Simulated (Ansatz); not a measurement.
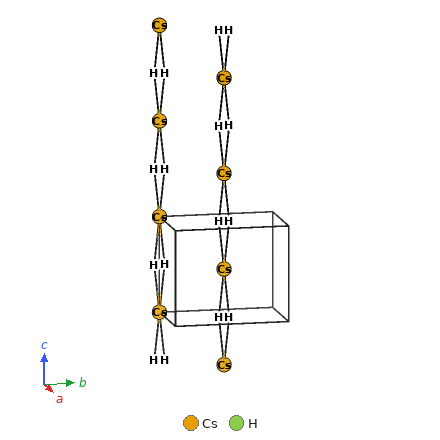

System CsH2; source of the atomic positions: the input geometry of an electronic-structure calculation (not necessarily at equilibrium); the starting structure was generated, so it need not be a known form of this composition.

Bonds are taken as Cs–H below 3.9 Å and H–H below 0.9 Å. Simplification: prune 0- and 1-connected atoms, fold 2-connected ones into links.

What kind of net remains, and which atoms are its nodes?

Answer. A binodal (3,4)-connected, one-periodic (chains) net: H is a 3-connected node; Cs is a 4-connected node, in the ratio 2:1.

How many nodes does the smallest cycle have?

Answer. Three.

The simplified net, drawn on the atoms' positions. Nodes are coloured by element. One chain is drawn. Edges to nodes outside the piece are drawn as stubs.

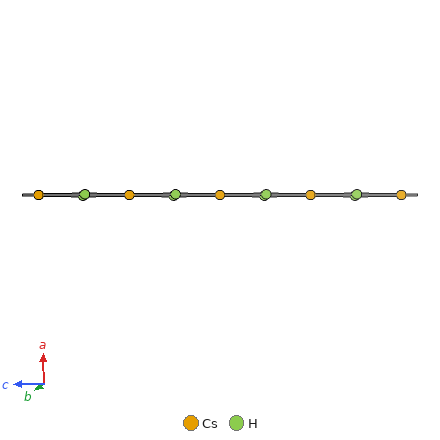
